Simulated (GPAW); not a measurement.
## A GW chain in GPAW: PbO (P4/nmm)

Wanted: ground state, empty states, screening and self-energy for PbO (P4/nmm).

Main program and level: GPAW 26.7.0; PBE and many-body steps on it, plane waves.

The database entry behind the starting cell differs from later determinations by our own check (c about 1 % long), so it need not match the best structure at ambient conditions.

## (1) The starting structure

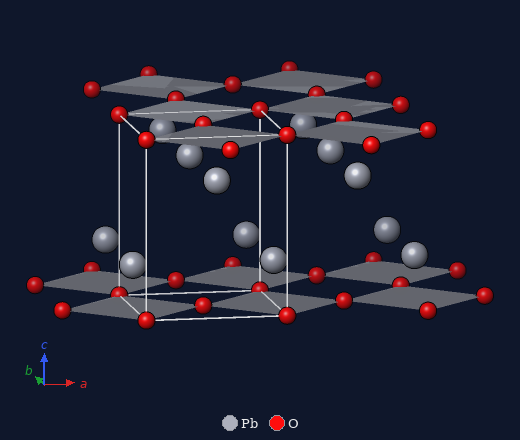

The cell as given, slightly off an axis (lead light grey, oxygen red). 2×2×1 cells are drawn. Some periodic images of atoms are drawn too.

The cell and positions come from the Crystallography Open Database and are kept as given unless a step says otherwise. Spin-orbit coupling is left out unless a step names it.

## (2) Ground state

This step: GPAW 26.7.0; DFT, PBE, plane waves, PAW.

The ground-state density comes first.

Input file run.py:

```python
import json
import numpy as np
from gpaw.mpi import world
from ase import Atoms
from gpaw import GPAW, PW, FermiDirac

atoms = Atoms(['Pb', 'Pb', 'O', 'O'],
    cell=[[3.9600000000, 0.0000000000, 0.0000000000],
      [0.0000000000, 3.9600000000, 0.0000000000],
      [0.0000000000, 0.0000000000, 5.0700000000]],
    scaled_positions=[[0.0000000000, 0.5000000000, 0.2385140000],
      [0.5000000000, 0.0000000000, 0.7614860000],
      [0.0000000000, 0.0000000000, 0.0000000000],
      [0.5000000000, 0.5000000000, 0.0000000000]],
    pbc=(True, True, True))
calc = GPAW(mode=PW(600),
    xc='PBE',
    kpts={'size': (6, 6, 6), 'gamma': True},
    occupations=FermiDirac(0.001),
    nbands=-8,
    convergence={'density': 1e-6, 'bands': -3},
    maxiter=100,
    txt='gs.txt')
atoms.calc = calc
res = {'energy': atoms.get_potential_energy()}
kpts = calc.get_ibz_k_points()
res['kpts'] = kpts
res['eigenvalues'] = [calc.get_eigenvalues(kpt=k) for k in range(len(kpts))]
res['n_electrons'] = calc.get_number_of_electrons()
calc.write('gs.gpw')

if world.rank == 0:
    with open('result.json', 'w') as f:
        json.dump(res, f, default=lambda x: x.tolist())
```

The run is started by

```
mpirun -n 8 gpaw python run.py
```

Numbers of over 12 decimals in the logs are rounded to 6 here.

The log of the run:

```text
__  _  _
 | _ |_)|_||  |
 |__||  | ||/\| - 26.7.0

Input parameters:
  mode=PW(ecut=600.0),
  convergence={'density': 1e-06, 'bands': -3},
  kpts=MonkhorstPack(size=(6, 6, 6), gamma=True),
  maxiter=100,
  nbands=-8,
  occupations=Occupations(name='fermi-dirac', width=0.001, fixmagmom=False),
  xc=XC(name='PBE')
  [... matrices ...]
Diagonalizing LCAO Hamiltonian
Converting LCAO to pw mode
   .---------.
  /|         |
 * |         |
 | |  Pb     |
 | |         |
 | |         |
 |Pb---------.
 |/    O    /
 O---------*

Atoms  # Å, Bohr magnetons
|   | symbol |        x |        y |        z |    initial magnetic moments |
| 0 |     Pb | 0.000000 | 1.980000 | 1.209266 | ( 0.0000,  0.0000,  0.0000) |
| 1 |     Pb | 1.980000 | 0.000000 | 3.860734 | ( 0.0000,  0.0000,  0.0000) |
| 2 |      O | 0.000000 | 0.000000 | 0.000000 | ( 0.0000,  0.0000,  0.0000) |
| 3 |      O | 1.980000 | 1.980000 | 0.000000 | ( 0.0000,  0.0000,  0.0000) |

Unit cell  # Å
| periodic |        x |        y |        z |  lengths |    angles |
|      yes | 3.960000 | 0.000000 | 0.000000 | 3.960000 | 90.000000 |
|      yes | 0.000000 | 3.960000 | 0.000000 | 3.960000 | 90.000000 |
|      yes | 0.000000 | 0.000000 | 5.070000 | 5.070000 | 90.000000 |

Number of symmetries: 8
Symmetry operations  # r_c * U_cc + t_c -> r_c
|   | kind |            matrix            |
| 0 |  E   |  1, 0, 0,  0, 1, 0,  0, 0, 1 |
| 1 |  σ   |  1, 0, 0,  0,-1, 0,  0, 0, 1 |
| 2 |  C2  |  0, 1, 0,  1, 0, 0,  0, 0,-1 |
| 3 |  S4  |  0, 1, 0, -1, 0, 0,  0, 0,-1 |
| 4 |  S4  |  0,-1, 0,  1, 0, 0,  0, 0,-1 |
| 5 |  C2  |  0,-1, 0, -1, 0, 0,  0, 0,-1 |
| 6 |  σ   | -1, 0, 0,  0, 1, 0,  0, 0, 1 |
| 7 |  C2  | -1, 0, 0,  0,-1, 0,  0, 0, 1 |

BZ-sampling:
  Number of BZ points: 216
  Number of IBZ points: 40

  Monkhorst-Pack size: [6, 6, 6]
  Monkhorst-Pack shift: [0.083333, 0.083333, 0.083333]

K-points  # in reciprocal-cell coordinates
|     |                                coordinates |     weight |
|   0 | (  0.00000000,   0.00000000,   0.00000000) | 0.00462963 |
|   1 | (  0.00000000,   0.00000000,   0.16666667) | 0.00925926 |
|   2 | (  0.00000000,   0.00000000,   0.33333333) | 0.00925926 |
|   3 | (  0.00000000,   0.00000000,   0.50000000) | 0.00462963 |
|   4 | (  0.16666667,   0.00000000,   0.00000000) | 0.01851852 |
|   5 | (  0.16666667,   0.00000000,   0.16666667) | 0.03703704 |
|   6 | (  0.16666667,   0.00000000,   0.33333333) | 0.03703704 |
|   7 | (  0.16666667,   0.00000000,   0.50000000) | 0.01851852 |
|   8 | (  0.16666667,   0.16666667,   0.00000000) | 0.01851852 |
|   9 | (  0.16666667,   0.16666667,   0.16666667) | 0.03703704 |
| ... |                                            |            |
|  39 | (  0.50000000,   0.50000000,   0.50000000) | 0.00462963 |

Plane wave coefficients: 2672
Cutoff: 600.0 eV

Spin-components: 1 (collinear spins)
Bands:           28
Projectors:      22
Spin-degeneracy: 2
Datatype:        complex128

  Storage: CPU
  Wave functions: 47_111_680 bytes (5_888_960 per core)
  Projectors: 40_381_440 bytes (5_047_680 per core)
  [... matrices ...]
Parallelization:
  kpt:    8
  domain: 1
  band:   1

Density:
  Valence electrons: 40.0
  Components: 1
  Grid points: [24 24 30]
  Charge: 0.0  # |e|

Potential:
  Grid points: [24 24 30]

species:
  Pb:
    name:    Lead
    Z:       82.0
    valence: 14
    core:    68
    charge:  0.0  # [|e|]
    compensation charges:
      type: gauss
      rc: 0.38  # [Å]
      lmax: 2
    cutoffs:
      filter: 2.36  # [Å]
      core: 2.43  # [Å]
    projectors
    | kind |    occ | energy [eV] | rcut [Å] |
    |   6s |  2.000 |     -11.969 |    1.259 |
    |   6p |  2.000 |      -3.506 |    1.275 |
    |   5d | 10.000 |     -21.211 |    1.217 |
    |    s |        |      15.243 |    1.259 |
    |    p |        |      23.705 |    1.275 |
    |    d |        |       6.001 |    1.217 |

    Using partial waves for Pb as LCAO basis

  O:
    name:    Oxygen
    Z:       8.0
    valence: 6
    core:    2
    charge:  0.0  # [|e|]
    compensation charges:
      type: gauss
      rc: 0.21  # [Å]
      lmax: 2
    cutoffs:
      filter: 1.17  # [Å]
      core: 0.83  # [Å]
    projectors
    | kind |    occ | energy [eV] | rcut [Å] |
    |   2s |  2.000 |     -23.961 |    0.688 |
    |   2p |  4.000 |      -9.029 |    0.598 |
    |    s |        |       3.251 |    0.688 |
    |    p |        |      18.182 |    0.598 |
    |    d |        |       0.000 |    0.619 |

    Using partial waves for O as LCAO basis

Reference energy: -1138630.631331  # eV

eigensolver:
  PPCG
  Converge bands: -3
  niter=2

density mixing:
  MSR1-Mixer
  Pratt-step length: 0.05
  Maximum mixing coefficient: 0.75
  Old densities: 10
  SVD Regularization: 0.005
  Good broyden scale: 1.0
  Trust region scale: 1.0
  Backstep threshold: 4.0
  History deletion threshold: 6.0
  Fourier metric: weight=20.0, sigma=0.015

occupation numbers:
  Fermi-Dirac:
    width: 0.0010  # eV

poisson solver:
  ecut: 4800.0  # eV

xc functional:
  name: PBE with 2 nearest neighbor stencil

Initialization done in: 2.209 s

convergence criteria:
- Maximum integral of absolute [dens]ity change: 1e-06 electrons / valence electron
- Maximum [total energy] change in last 3 cyles: 0.0005 eV / valence electron
- Maximum integral of absolute [eigenst]ate change: 4e-08 eV^2 / valence electron
maximum number of iterations: 100

SCF iterations
|iter     |     time |      energy | eigst |  dens |
|iter:   1|  |  -26.304676 | +0.68 |       |
|iter:   2|  |  -24.931985 | -0.53 | -0.97 |
|iter:   3|  |  -22.269819 | -0.15 | -1.03 |
|iter:   4|  |  -22.242507 | -2.09 | -1.51 |
|iter:   5|  |  -22.240593 | -2.42 | -1.72 |
|iter:   6|  |  -22.240981c| -3.48 | -2.52 |
|iter:   7|  |  -22.241202c| -4.50 | -2.98 |
|iter:   8|  |  -22.241185c| -4.95 | -3.50 |
|iter:   9|  |  -22.241184c| -6.08 | -3.79 |
|iter:  10|  |  -22.241184c| -7.03 | -4.43 |
|iter:  11|  |  -22.241184c| -7.61c| -4.75 |
|iter:  12|  |  -22.241184c| -8.10c| -5.46 |
|iter:  13|  |  -22.241184c| -8.86c| -6.25c|

Converged in 13 steps
SCF loop duration: 6.207 s (0.477 s/step)
Energy contributions relative to reference atoms: (reference = -1138630.631331)
  [... matrices ...]
Energy contributions:
  Kinetic:          44.021267
  Coulomb:         -42.475606
  Zero:              0.041923
  External:          0.000000
  Xc:              -23.828768
  Entropy:          -0.000000
  Spinorbit:         0.000000
  ----------------------------
  Free energy:     -22.241184
  Extrapolated:    -22.241184

dipole moment: (-27.740583, -27.740583, -28.528004)  # |e|*Ang

Fermi level: 5.773
Eigenvalues  # (at kpt = [0.000, 0.000, 0.000])
| band index |      eig [eV] | occ [0-2] |
|          0 |       -12.698 |     2.000 |
|        ... |               |           |
|         12 |        -1.524 |     2.000 |
|         13 |        -1.010 |     2.000 |
|         14 |         1.434 |     2.000 |
|         15 |         1.434 |     2.000 |
|         16 |         3.953 |     2.000 |
|         17 |         4.064 |     2.000 |
|         18 |         4.064 |     2.000 |
|         19 |         5.735 |     2.000 |
|         20 |         8.091 |     0.000 |
|         21 |        11.168 |     0.000 |
|         22 |        11.282 |     0.000 |
|         23 |        11.282 |     0.000 |
|         24 |        12.218 |     0.000 |
|         25 |        12.218 |     0.000 |
|         26 |        13.157 |     0.000 |
|         27 |        13.762 |     0.000 |

Gap: 1.098 eV
Transition (v -> c):
  (s=0, k=0, n=19, [0.00, 0.00, 0.00]) -> (s=0, k=36, n=20, [0.50, 0.50, 0.00])
Direct/indirect transitions are different
Direct gap: 2.161 eV
Transition at: (s=0, k=36, n=19, [0.50, 0.50, 0.00])
# Writing to gs.gpw (mode='')
  [... matrices ...]
```

It took 11 s on 8 MPI ranks of AMD EPYC 7B13 (Zen 3), shared host; peak memory 1.5 GiB.

Numbers from this step:

* total energy: -22.24 eV
* gap: 1.098 eV
* k of the valence top: 0, 0, 0
* k of the conduction bottom: 0.5, 0.5, 0
* least direct gap: 2.161 eV

The gap is indirect, with the least direct gap 1.06 eV higher.

## (3) Bands along the symmetry lines

Levels along a band path, at the cheap level, show where the edges lie and whether the meshes to come will hold them.

Input file run.py:

```python
import json
import numpy as np
from gpaw.mpi import world
from gpaw import GPAW

path = [[0.000000, 0.000000, 0.000000],
    [0.000000, 0.062500, 0.000000],
    [0.000000, 0.125000, 0.000000],
    [0.000000, 0.187500, 0.000000],
    [0.000000, 0.250000, 0.000000],
    [0.000000, 0.312500, 0.000000],
    [0.000000, 0.375000, 0.000000],
    [0.000000, 0.437500, 0.000000],
    [0.000000, 0.500000, 0.000000],
    [0.062500, 0.500000, 0.000000],
    [0.125000, 0.500000, 0.000000],
    [0.187500, 0.500000, 0.000000],
    [0.250000, 0.500000, 0.000000],
    [0.312500, 0.500000, 0.000000],
    [0.375000, 0.500000, 0.000000],
    [0.437500, 0.500000, 0.000000],
    [0.500000, 0.500000, 0.000000],
    [0.437500, 0.437500, 0.000000],
    [0.375000, 0.375000, 0.000000],
    [0.312500, 0.312500, 0.000000],
    [0.250000, 0.250000, 0.000000],
    [0.187500, 0.187500, 0.000000],
    [0.125000, 0.125000, 0.000000],
    [0.062500, 0.062500, 0.000000],
    [0.000000, 0.000000, 0.000000],
    [0.000000, 0.000000, 0.062500],
    [0.000000, 0.000000, 0.125000],
    [0.000000, 0.000000, 0.187500],
    [0.000000, 0.000000, 0.250000],
    [0.000000, 0.000000, 0.312500],
    [0.000000, 0.000000, 0.375000],
    [0.000000, 0.000000, 0.437500],
    [0.000000, 0.000000, 0.500000],
    [0.000000, 0.062500, 0.500000],
    [0.000000, 0.125000, 0.500000],
    [0.000000, 0.187500, 0.500000],
    [0.000000, 0.250000, 0.500000],
    [0.000000, 0.312500, 0.500000],
    [0.000000, 0.375000, 0.500000],
    [0.000000, 0.437500, 0.500000],
    [0.000000, 0.500000, 0.500000],
    [0.062500, 0.500000, 0.500000],
    [0.125000, 0.500000, 0.500000],
    [0.187500, 0.500000, 0.500000],
    [0.250000, 0.500000, 0.500000],
    [0.312500, 0.500000, 0.500000],
    [0.375000, 0.500000, 0.500000],
    [0.437500, 0.500000, 0.500000],
    [0.500000, 0.500000, 0.500000],
    [0.437500, 0.437500, 0.500000],
    [0.375000, 0.375000, 0.500000],
    [0.312500, 0.312500, 0.500000],
    [0.250000, 0.250000, 0.500000],
    [0.187500, 0.187500, 0.500000],
    [0.125000, 0.125000, 0.500000],
    [0.062500, 0.062500, 0.500000],
    [0.000000, 0.000000, 0.500000],
    [0.000000, 0.500000, 0.000000],
    [0.000000, 0.500000, 0.062500],
    [0.000000, 0.500000, 0.125000],
    [0.000000, 0.500000, 0.187500],
    [0.000000, 0.500000, 0.250000],
    [0.000000, 0.500000, 0.312500],
    [0.000000, 0.500000, 0.375000],
    [0.000000, 0.500000, 0.437500],
    [0.000000, 0.500000, 0.500000],
    [0.500000, 0.500000, 0.000000],
    [0.500000, 0.500000, 0.062500],
    [0.500000, 0.500000, 0.125000],
    [0.500000, 0.500000, 0.187500],
    [0.500000, 0.500000, 0.250000],
    [0.500000, 0.500000, 0.312500],
    [0.500000, 0.500000, 0.375000],
    [0.500000, 0.500000, 0.437500],
    [0.500000, 0.500000, 0.500000]]
calc = GPAW('gs.gpw').fixed_density(kpts=path,
    symmetry='off',
    nbands=30,
    convergence={'bands': 26},
    txt='bands.txt')
res = {}
kpts = calc.get_ibz_k_points()
res['kpts'] = kpts
res['eigenvalues'] = [calc.get_eigenvalues(kpt=k) for k in range(len(kpts))]
res['n_electrons'] = calc.get_number_of_electrons()

if world.rank == 0:
    with open('result.json', 'w') as f:
        json.dump(res, f, default=lambda x: x.tolist())
```

The run is started by

```
mpirun -n 8 gpaw python run.py
```

The log of the run:

```text
Diagonalizing LCAO Hamiltonian
Converting LCAO to pw mode
convergence criteria:
- Maximum integral of absolute [eigenst]ate change: 4e-08 eV^2 / valence electron
maximum number of iterations: 100

SCF iterations
|iter     |     time |      energy | eigst |  dens |
|iter:   1|  |             | +1.02 |       |
|iter:   2|  |             | -0.48 |       |
|iter:   3|  |             | -1.66 |       |
[...]
|iter:   7|  |             | -5.95 |       |
|iter:   8|  |             | -6.97 |       |
|iter:   9|  |             | -7.67c|       |
SCF steps: 9
  __  _  _
 | _ |_)|_||  |
 |__||  | ||/\| - 26.7.0

Input parameters:
  mode=PW(ecut=600.0),
  convergence={'bands': 26},
  gpts=array([24, 24, 30]),
  kpts=KPoints(kpts=array([[0.    , 0.    , 0.    ],
         [0.    , 0.0625, 0.    ],
         [0.    , 0.125 , 0.    ],
         [0.    , 0.1875, 0.    ],
         [0.    , 0.25  , 0.    ],
         [0.    , 0.3125, 0.    ],
         [0.    , 0.375 , 0.    ],
[...]
[0.0625, 0.5   , 0.    ],
[...]
[0.1875, 0.5   , 0.    ],
[...]
[0.3125, 0.5   , 0.    ],
[...]
[0.4375, 0.4375, 0.    ],
[...]
[0.3125, 0.3125, 0.    ],
[...]
[0.1875, 0.1875, 0.    ],
[...]
[0.    , 0.    , 0.0625],
[...]
[0.    , 0.    , 0.1875],
[...]
[0.    , 0.    , 0.3125],
[...]
[0.    , 0.3125, 0.5   ],
[...]
[0.    , 0.4375, 0.5   ],
[...]
[0.3125, 0.5   , 0.5   ],
[...]
[0.4375, 0.5   , 0.5   ],
[...]
[0.1875, 0.1875, 0.5   ],
[...]
[0.0625, 0.0625, 0.5   ],
[...]
[0.5   , 0.5   , 0.25  ],
         [0.5   , 0.5   , 0.3125],
         [0.5   , 0.5   , 0.375 ],
         [0.5   , 0.5   , 0.4375],
         [0.5   , 0.5   , 0.5   ]])),
  maxiter=100,
  nbands=30,
  occupations=Occupations(name='fermi-dirac', width=0.001, fixmagmom=False),
  parallel={},
  symmetry=Symmetry(point_group=False, time_reversal=False),
  xc=XC(name='PBE')
```

It took 11 s on 8 MPI ranks; peak memory 1.6 GiB; 88 s of CPU time.

This step gave:

* gap: 1.096 eV
* k of the valence top: 0, 0.0625, 0
* k of the conduction bottom: 0.5, 0.5, 0
* least direct gap: 2.161 eV

The gap is 1.096 eV, −0.002 eV from the run before at this level.

The electronic bands at the labelled points (eV, zero at the top of the highest filled band):

```csv
point,band 17,band 18,band 19,band 20,band 21,band 22,band 23,band 24
Γ,-1.78,-1.67,-1.67,0.00,2.35,5.43,5.54,5.54
X,-3.03,-3.03,-1.77,-1.77,3.31,3.31,6.54,6.54
M,-1.76,-1.76,-1.06,-1.06,1.10,1.10,5.17,5.17
Γ,-1.78,-1.67,-1.67,0.00,2.35,5.43,5.54,5.54
Z,-1.82,-1.70,-1.70,-1.12,2.07,3.93,3.93,4.29
R,-3.00,-3.00,-1.09,-1.09,2.98,2.98,6.26,6.26
A,-2.31,-2.31,-1.06,-1.06,3.32,3.32,4.60,4.60
Z,-1.82,-1.70,-1.70,-1.12,2.07,3.93,3.93,4.29
jump to X,-3.03,-3.03,-1.77,-1.77,3.31,3.31,6.54,6.54
R,-3.00,-3.00,-1.09,-1.09,2.98,2.98,6.26,6.26
jump to M,-1.76,-1.76,-1.06,-1.06,1.10,1.10,5.17,5.17
A,-2.31,-2.31,-1.06,-1.06,3.32,3.32,4.60,4.60
```

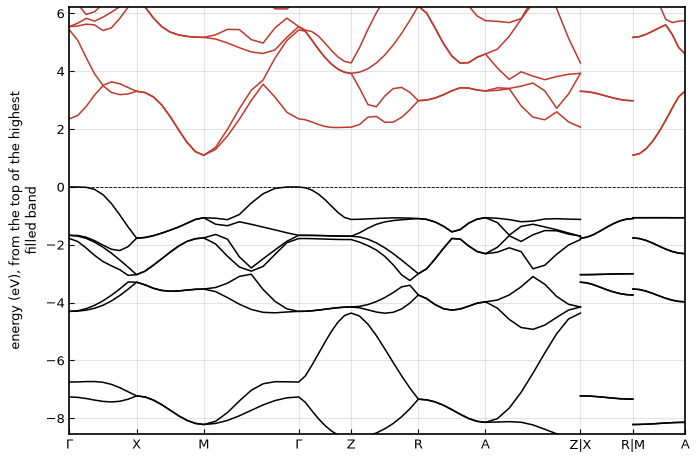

Electronic bands along the path; lines of filled and empty bands in two colours.

## (4) Empty states on the mesh, 4×4×4 mesh, 723 bands

The sums over transitions need many empty states on a uniform mesh; this step solves for them.

Input file run.py:

```python
import json
import numpy as np
from gpaw.mpi import world
from gpaw import GPAW

calc = GPAW('gs.gpw').fixed_density(kpts={'size': (4, 4, 4), 'gamma': True},
    parallel={'domain': 1, 'band': 1},
    txt='nscf.txt')
calc.diagonalize_full_hamiltonian(nbands=723)
calc.write('full.gpw', mode='all')
res = {}
kpts = calc.get_ibz_k_points()
res['kpts'] = kpts
res['eigenvalues'] = [calc.get_eigenvalues(kpt=k) for k in range(len(kpts))]
res['n_electrons'] = calc.get_number_of_electrons()

if world.rank == 0:
    with open('result.json', 'w') as f:
        json.dump(res, f, default=lambda x: x.tolist())
```

The run is started by

```
mpirun -n 8 gpaw python run.py
```

The log of the run:

```text
Diagonalizing LCAO Hamiltonian
Converting LCAO to pw mode
convergence criteria:
- Maximum integral of absolute [eigenst]ate change: 4e-08 eV^2 / valence electron
maximum number of iterations: 100

SCF iterations
|iter     |     time |      energy | eigst |  dens |
|iter:   1|  |             | +1.00 |       |
|iter:   2|  |             | -0.48 |       |
|iter:   3|  |             | -1.51 |       |
[...]
|iter:   8|  |             | -6.19 |       |
|iter:   9|  |             | -7.12 |       |
|iter:  10|  |             | -7.77c|       |
SCF steps: 10
  __  _  _
 | _ |_)|_||  |
 |__||  | ||/\| - 26.7.0

Input parameters:
  mode=PW(ecut=600.0),
  convergence={'density': 1e-06, 'bands': -3},
  gpts=array([24, 24, 30]),
  kpts=MonkhorstPack(size=(4, 4, 4), gamma=True),
  maxiter=100,
  nbands=28,
  occupations=Occupations(name='fermi-dirac', width=0.001, fixmagmom=False),
  parallel={'domain': 1, 'band': 1},
  xc=XC(name='PBE')
Matrix size: 2640x2640
# Writing to full.gpw (mode='all')
  [... matrices ...]

timing:  # [seconds]
  Total: 33.566  # ━━━━━━━━━━━━━━━━━━━━━━━━━━━━━━━━━━━━━━━━━━━━━━━━━━━━━━━━━━
```

The job ended after 40 s (8 MPI ranks; peak memory 6.2 GiB).

Numbers from this step:

```yaml
gap: 1.098 eV
k_of_the_valence_top: 0, 0, 0
k_of_the_conduction_bottom: 0.5, 0.5, 0
least_direct_gap: 2.161 eV
k_points_computed: 18
lowest_point_of_the_top_converged_band_above_the_valence_top: 235.3706 eV
```

On this mesh the gap is 1.098 eV.

[end of part 1 of 2]

[Paths, hosts, dates, memory and timing lines, banners, echoed tables and standing remarks are left out of the program output.]

[Logs are printed without paths, hosts, clocks, repeated set-up lines and the standing remarks that a program may print on its own settings, such as how far it seeks lower states.]

[Runs of the session that timed out or met a known fault of the program may be left out.]

[Hosts, paths, dates, database ids (printed as entryN), source tags and the programs' standing remarks are cut or masked in the printed files.]
